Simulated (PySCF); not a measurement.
SMILES [CH2]CCCC, doublet, GFN2-xTB optimised geometry. Atoms within 1.6 Å of the plane z = 1.5 Å (x, y, z in Å): C5 (-0.14, 0.82, 0.00), H14 (-0.48, 1.85, 0.00), H15 (-0.48, 0.35, 0.92), H16 (0.95, 0.82, 0.00).

Level of theory: unrestricted PBE0/def2-TZVP run with PySCF.

Map of the log10 of the electron density (e/bohr³), floored at −4 on the plane z = 1.5 Å:

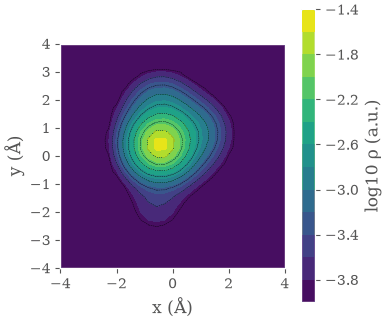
*Log10 of the electron density (e/bohr³), floored at −4 on the plane z = 1.5 Å.*
